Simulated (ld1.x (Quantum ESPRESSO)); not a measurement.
**Pseudopotential generation for fluorine: RRKJ, PBE**

Do these settings give a usable potential? It is generated, then checked for transferability, scattering, ghosts and hardness.

Program: ld1.x (Quantum ESPRESSO) 7.5. Reference atom: PBE, scalar-relativistic, spherical and spin-unpolarised. All values are calculated.

### Step 1. The design

The settings as typed:

```
element                 : fluorine (F, Z = 9)
type                    : norm-conserving RRKJ (Kleinman–Bylander form)
frozen core             : [He]
valence charge          : 7
reference configuration : 2s2 2p4 (charge +1)
partial waves           : 2p (bound): rc 0.80 bohr; 2s (bound): rc 0.65 bohr
local potential         : the s channel
core correction         : not asked for
```

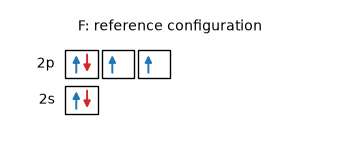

The outer shells as boxes. The arrows follow Hund's rule for the drawing; the calculation itself is spin-unpolarised.

The nodes and maxima of the atom's own shells, from an earlier all-electron run, set the scale for the radii.

All-electron outer shells of the reference configuration (PBE, scalar-relativistic, ld1.x):

```
shell  level (eV)  outermost node (bohr)  outermost maximum (bohr)
   1s     -684.12                      –                      0.11
   2s      -47.39                   0.24                      0.75
   2p      -28.31                      –                      0.68
   3d       -1.72                      –                      6.87
```

### Step 2. Generation

Contents of F.in:

```
 &input
   title='F', zed=9., rel=1, dft='PBE', iswitch=3,
   config='[He] 2s2 2p4',
   nld=2, rlderiv=0.90, eminld=-5.0, emaxld=5.0, deld=0.02
 /
 &inputp
   pseudotype=2, tm=.false., lloc=0,
   nlcc=.false.,
   file_pseudopw='F.UPF', file_wfcaegen='ae.wfc', file_wfcncgen='nc.wfc', file_beta='beta', file_chi='chi'
 /
2
2P  2  1   4.00   0.00  0.80  0.80  0.0
2S  1  0   2.00   0.00  0.65  0.65  0.0
 &test
   configts(1)='2s2 2p4'
 /
```

Started as:

```bash
ld1.x < F.in > F.out
```

Output in F.out (without the banner and most projector matrices):

```text
     Program LD1 v.7.5
     --------------------------- All-electron run ----------------------------

     F
     scalar relativistic calculation

     atomic number is  9.00
     dft =PBE   lsd =0 sic =0 latt =0  beta=0.20 tr2=1.0E-14
     Exchange-correlation= PBE
                           (   1   4   3   4   0   0   0)
     mesh =1105 r(mesh) =  99.76081 a.u. xmin = -7.00 dx = 0.01250
     1 Ry =  13.60569312 eV, c = 137.03599908

     n l     nl                  e(Ry)          e(Ha)          e(eV)
     1 0     1S 1( 2.00)       -50.2821       -25.1410      -684.1226
     2 0     2S 1( 2.00)        -3.4829        -1.7415       -47.3875
     2 1     2P 1( 4.00)        -2.0807        -1.0403       -28.3087

     final scf error:  2.6E-15 reached in  24 iterations

     Etot =    -198.064175 Ry,     -99.032088 Ha,   -2694.800386 eV

     Ekin =     197.957838 Ry,      98.978919 Ha,    2693.353590 eV
     Encl =    -464.349038 Ry,    -232.174519 Ha,   -6317.790507 eV
     Eh   =      87.742187 Ry,      43.871093 Ha,    1193.793269 eV
     Exc  =     -19.415162 Ry,      -9.707581 Ha,    -264.156738 eV

     normalization and overlap integrals

     s(1S/1S) =  1.000000  <r> =   0.1763  <r2> =    0.0420  r(max) =   0.1139
     s(2S/2S) =  1.000000  <r> =   0.9615  <r2> =    1.1139  r(max) =   0.7522
     s(2P/2P) =  1.000000  <r> =   0.9832  <r2> =    1.2443  r(max) =   0.6806

     ------------------------ End of All-electron run ------------------------

     --------------------- Generating NC pseudopotential ---------------------

      Generating local pot.: lloc=0, matching radius rcloc =   0.6500

      Wfc   2P  rcut= 0.801  Estimated cut-off energy=      272.34 Ry
      This function has    0 nodes for 0 < r <    0.801

     ------------------- End of pseudopotential generation -------------------

     [... the all-electron block is printed once more ...]


     Computing logarithmic derivative in   0.90172
     Computing logarithmic derivative in   0.90172
     Computing the partial wave expansion
       no projector for channel:   0
     R is outside the sphere for l=    1 j= 0.00

     ---------------------- Testing the pseudopotential ----------------------

     F
     scalar relativistic calculation

     atomic number is  9.00   valence charge is  7.00
     dft =PBE   lsd =0 sic =0 latt =0  beta=0.20 tr2=1.0E-14
     mesh =1105 r(mesh) =  99.76081 xmin = -7.00 dx = 0.01250

     n l     nl             e AE (Ry)        e PS (Ry)    De AE-PS (Ry)
     1 0     2S   1( 2.00)       -3.48292       -3.48299        0.00007
     2 1     2P   1( 4.00)       -2.08065       -2.08068        0.00003

     eps = 5.9E-16  iter = 17

     Etot =    -198.064175 Ry,     -99.032088 Ha,   -2694.800386 eV
     Etotps =   -46.759640 Ry,     -23.379820 Ha,    -636.197315 eV

     Ekin =      34.134476 Ry,      17.067238 Ha,     464.423206 eV
     Encl =     -90.338635 Ry,     -45.169318 Ha,   -1229.119748 eV
     Ehrt =      33.822174 Ry,      16.911087 Ha,     460.174121 eV
     Ecxc =      -7.966838 Ry,      -3.983419 Ha,    -108.394353 eV
     Epseu=     -16.410817 Ry,      -8.205409 Ha,    -223.280541 eV

     ---------------------- End of pseudopotential test ----------------------
```

Run time: 0.66 s. Hardware: 1 thread of Neoverse-V2, shared host. (Generation and the later configuration tests together.)

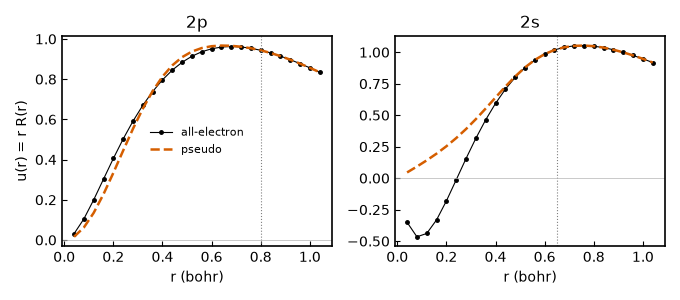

Bound waves of the atom and their pseudo partners (2p, 2s), with the matching radii dotted. The curves join 26 sampled radii.

### Step 3. Transferability test

Contents of F.test.in:

```
 &input
   title='F', zed=9., rel=1, dft='PBE', iswitch=2,
   config='[He] 2s2 2p4'
 /
 &test
   file_pseudo='F.UPF', nconf=8,
   configts(1)='2s2 2p4',
   configts(2)='2s2 2p5',
   configts(3)='2s2 2p3',
   configts(4)='2s2 2p2',
   configts(5)='2s1 2p6',
   configts(6)='2s1 2p5',
   configts(7)='2s2 2p4.5',
   configts(8)='2s2 2p1'
 /
```

Started as:

```bash
ld1.x < F.test.in > F.test.out
```

F.test.out, the pseudopotential blocks:

```text
     ---------------------- Testing the pseudopotential ----------------------

     F
     scalar relativistic calculation

     atomic number is  9.00   valence charge is  7.00
     dft =PBE   lsd =0 sic =0 latt =0  beta=0.20 tr2=1.0E-14
     mesh =1105 r(mesh) =  99.76081 xmin = -7.00 dx = 0.01250

     n l     nl             e AE (Ry)        e PS (Ry)    De AE-PS (Ry)
     1 0     2S   1( 2.00)       -3.48292       -3.48299        0.00007
     2 1     2P   1( 4.00)       -2.08065       -2.08068        0.00003

     eps = 5.6E-15  iter = 20

     Etot =    -198.064175 Ry,     -99.032088 Ha,   -2694.800384 eV
     Etotps =   -46.759640 Ry,     -23.379820 Ha,    -636.197316 eV

     Ekin =      34.134476 Ry,      17.067238 Ha,     464.423206 eV
     Encl =     -90.338635 Ry,     -45.169318 Ha,   -1229.119749 eV
     Ehrt =      33.822174 Ry,      16.911087 Ha,     460.174122 eV
     Ecxc =      -7.966838 Ry,      -3.983419 Ha,    -108.394353 eV
     Epseu=     -16.410817 Ry,      -8.205409 Ha,    -223.280542 eV

     ---------------------- End of pseudopotential test ----------------------

     ---------------------- Testing the pseudopotential ----------------------

     F
     [...]
     n l     nl             e AE (Ry)        e PS (Ry)    De AE-PS (Ry)
     1 0     2S   1( 2.00)       -2.19758       -2.19704       -0.00054
     2 1     2P   1( 5.00)       -0.81670       -0.81667       -0.00003

     eps = 3.9E-15  iter = 20

     Etot =    -199.489330 Ry,     -99.744665 Ha,   -2714.190600 eV
     Etotps =   -48.184933 Ry,     -24.092466 Ha,    -655.589405 eV
     dEtot_ae =      -1.425155 Ry
     dEtot_ps =      -1.425292 Ry,   Delta E=       0.000138 Ry

     [...]
     ---------------------- End of pseudopotential test ----------------------

     ---------------------- Testing the pseudopotential ----------------------

     F
     [...]
     n l     nl             e AE (Ry)        e PS (Ry)    De AE-PS (Ry)
     1 0     2S   1( 2.00)       -4.99731       -4.99761        0.00029
     2 1     2P   1( 3.00)       -3.60167       -3.60007       -0.00161

     eps = 1.3E-15  iter = 20

     Etot =    -195.242940 Ry,     -97.621470 Ha,   -2656.415526 eV
     Etotps =   -43.938804 Ry,     -21.969402 Ha,    -597.817887 eV
     dEtot_ae =       2.821235 Ry
     dEtot_ps =       2.820836 Ry,   Delta E=       0.000399 Ry

     [...]
     ---------------------- End of pseudopotential test ----------------------

     ---------------------- Testing the pseudopotential ----------------------

     F
     [...]
     n l     nl             e AE (Ry)        e PS (Ry)    De AE-PS (Ry)
     1 0     2S   1( 2.00)       -6.70364       -6.70184       -0.00180
     2 1     2P   1( 2.00)       -5.34782       -5.33890       -0.00892  !

     eps = 7.2E-16  iter = 18

     Etot =    -190.786158 Ry,     -95.393079 Ha,   -2595.777923 eV
     Etotps =   -39.486378 Ry,     -19.743189 Ha,    -537.239541 eV
     dEtot_ae =       7.278017 Ry
     dEtot_ps =       7.273262 Ry,   Delta E=       0.004754 Ry

     [...]
     ---------------------- End of pseudopotential test ----------------------

     ---------------------- Testing the pseudopotential ----------------------

     F
     [...]
     n l     nl             e AE (Ry)        e PS (Ry)    De AE-PS (Ry)
     1 0     2S   1( 1.00)       -2.23280       -2.23103       -0.00177
     2 1     2P   1( 6.00)       -0.84819       -0.84830        0.00011

     eps = 4.1E-15  iter = 28

     Etot =    -198.106554 Ry,     -99.053277 Ha,   -2695.376983 eV
     Etotps =   -46.803356 Ry,     -23.401678 Ha,    -636.792104 eV
     dEtot_ae =      -0.042379 Ry
     dEtot_ps =      -0.043716 Ry,   Delta E=       0.001337 Ry

     [...]
     ---------------------- End of pseudopotential test ----------------------

     ---------------------- Testing the pseudopotential ----------------------

     F
     [...]
     n l     nl             e AE (Ry)        e PS (Ry)    De AE-PS (Ry)
     1 0     2S   1( 1.00)       -3.49542       -3.49449       -0.00093
     2 1     2P   1( 5.00)       -2.08974       -2.09050        0.00076

     eps = 6.3E-15  iter = 24

     Etot =    -196.660171 Ry,     -98.330085 Ha,   -2675.697932 eV
     Etotps =   -45.356476 Ry,     -22.678238 Ha,    -617.106296 eV
     dEtot_ae =       1.404004 Ry
     dEtot_ps =       1.403164 Ry,   Delta E=       0.000840 Ry

     [...]
     ---------------------- End of pseudopotential test ----------------------

     ---------------------- Testing the pseudopotential ----------------------

     F
     [...]
     n l     nl             e AE (Ry)        e PS (Ry)    De AE-PS (Ry)
     1 0     2S   1( 2.00)       -2.80814       -2.80788       -0.00026
     2 1     2P   1( 4.50)       -1.41356       -1.41363        0.00007

     eps = 9.7E-15  iter = 21

     Etot =    -198.934914 Ry,     -99.467457 Ha,   -2706.647396 eV
     Etotps =   -47.630464 Ry,     -23.815232 Ha,    -648.045483 eV
     dEtot_ae =      -0.870739 Ry
     dEtot_ps =      -0.870824 Ry,   Delta E=       0.000085 Ry

     [...]
     ---------------------- End of pseudopotential test ----------------------

     ---------------------- Testing the pseudopotential ----------------------

     F
     [...]
     n l     nl             e AE (Ry)        e PS (Ry)    De AE-PS (Ry)
     1 0     2S   1( 2.00)       -8.57765       -8.56703       -0.01062  !
     2 1     2P   1( 1.00)       -7.29740       -7.26632       -0.03108  !

     eps = 1.4E-15  iter = 11

     Etot =    -184.479831 Ry,     -92.239915 Ha,   -2509.975963 eV
     Etotps =   -33.197953 Ry,     -16.598976 Ha,    -451.681159 eV
     dEtot_ae =      13.584344 Ry
     dEtot_ps =      13.561687 Ry,   Delta E=       0.022657 Ry

     [...]
     ---------------------- End of pseudopotential test ----------------------
```

Excitation and ionisation energies from 2s2 2p4, with the error of the potential.

| valence configuration | charge | ΔE all-electron (eV) | error AE − PS (meV) |
| --- | --- | --- | --- |
| 2s2 2p5 | 0 | -19.390 | +1.9 |
| 2s2 2p3 | +2 | 38.385 | +5.4 |
| 2s2 2p2 | +3 | 99.022 | +65 |
| 2s1 2p6 | 0 | -0.577 | +18 |
| 2s1 2p5 | +1 | 19.102 | +11 |
| 2s2 2p4.5 | +0.5 | -11.847 | +1.2 |
| 2s2 2p1 | +4 | 184.824 | +308 |

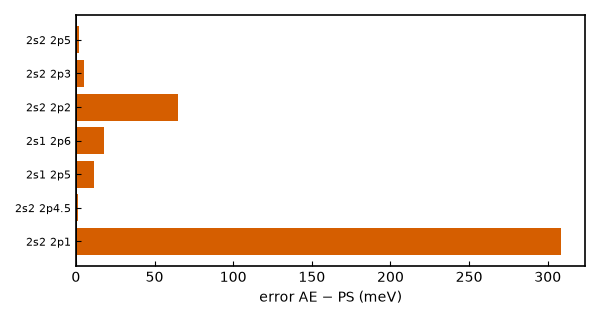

Error of the potential in each test configuration.

### Step 4. Logarithmic derivatives

Taken from the files of the generation run. The phase is arctan(r·u′/u) with u = r·R, unwrapped, with energies in Ry. A pole is an energy at which the radial function vanishes at the test radius. The pseudo phase is shifted by a multiple of π to meet the all-electron one at the reference energy. Levels narrower than the energy grid can be missing from the poles. The last column is the largest difference on the grid between −1 and +1 Ry.

| channel | radius (bohr) | reference (Ry) | poles AE | poles PS | window around the reference with phases within 0.05 rad (Ry) | largest difference near zero (rad) |
| --- | --- | --- | --- | --- | --- | --- |
| s | 0.90 | -3.48 | none | none | the whole range | 0.002 |
| p | 0.90 | -2.08 | none | none | the whole range | 0.003 |

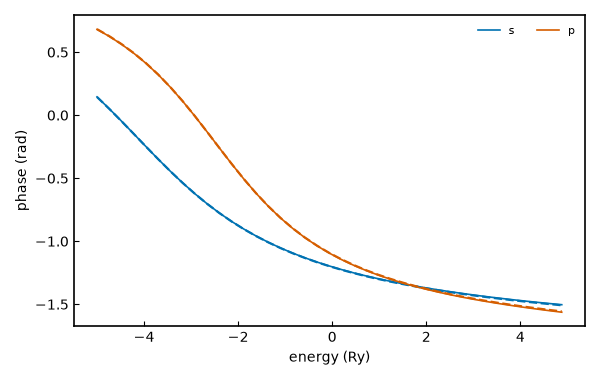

Phases by channel: all-electron solid, pseudo dashed.

### Step 5. Plane-wave convergence, by spherical Bessel functions

A separate test, outside the generator: the pseudo-atom's Hamiltonian at the reference potential is diagonalised in spherical Bessel functions j_l(qr) that vanish at 20 bohr, with q² up to the cutoff.

All-electron valence levels (Ry): 2p -2.0806, 2s -3.4829. The lowest levels of each channel (Ry) by cutoff; the last column sums, over occupied levels, occupation times the distance from the level at 400 Ry. A positive value at high cutoff is not a bound level.

| cutoff (Ry) | p #1 | s #1 | d #1 | f #1 | Σ f·Δε (mRy) |
| --- | --- | --- | --- | --- | --- |
| 8 | -0.8019 | -3.1013 | -0.1254 | -0.0413 | 5878.3 |
| 15 | -1.0773 | -3.1836 | -0.1256 | -0.0413 | 4612.0 |
| 25 | -1.3353 | -3.2061 | -0.1257 | -0.0413 | 3535.3 |
| 40 | -1.5921 | -3.3226 | -0.1258 | -0.0413 | 2275.1 |
| 55 | -1.7781 | -3.4084 | -0.1258 | -0.0413 | 1359.3 |
| 80 | -1.9648 | -3.4644 | -0.1258 | -0.0413 | 500.6 |
| 110 | -2.0527 | -3.4776 | -0.1258 | -0.0413 | 122.6 |
| 160 | -2.0796 | -3.4786 | -0.1258 | -0.0413 | 13.0 |
| 180 | -2.0804 | -3.4797 | -0.1258 | -0.0413 | 7.5 |
| 230 | -2.0807 | -3.4820 | -0.1258 | -0.0413 | 1.9 |
| 260 | -2.0807 | -3.4826 | -0.1258 | -0.0413 | 0.6 |
| 350 | -2.0807 | -3.4829 | -0.1258 | -0.0413 | 0.1 |
| 400 | -2.0807 | -3.4829 | -0.1258 | -0.0413 | 0.0 |

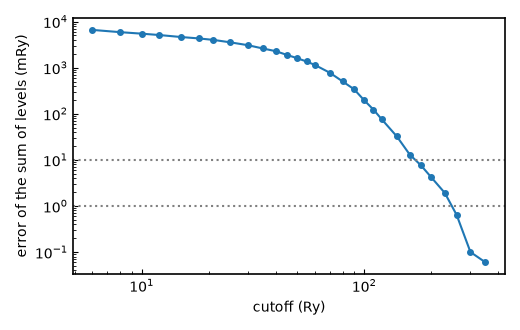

Occupation-weighted error of the valence levels against the cutoff; the dotted lines mark 10 and 1 mRy.

The sum stays within 10 mRy from 180 Ry and within 1 mRy from 260 Ry. The sum leaves out empty levels, which can need more. Ghost test: no level below the all-electron spectrum of its channel (p, s, d, f tested).

### Step 6. What came out

```
                                                quantity                  value
               cutoffs for 10 and 1 mRy, occupied levels      180 Ry and 260 Ry
                                            bound ghosts             none found
                            largest test error (AE − PS)  +308 meV, for 2s2 2p1
largest phase difference near zero energy, channels read              0.003 rad
```

What this shows: By total energies transferability is fair for so large an energy: the largest error is 308 meV on 184.8 eV, for 2s2 2p1. That test lies far up in energy; among those under 40 eV, nearer to bonding, the largest error is 18 meV. By its cutoff, 180 Ry for the looser tolerance, it is very hard. The slowest occupied level is 2s: taken alone it needs 230 Ry to come within 1 mRy, against 180 Ry for 2p. It is free of bound ghosts as far as tested. Near zero energy the phases of the channels with partial waves agree within 0.003 rad. All of this concerns the isolated atom, not yet a solid.
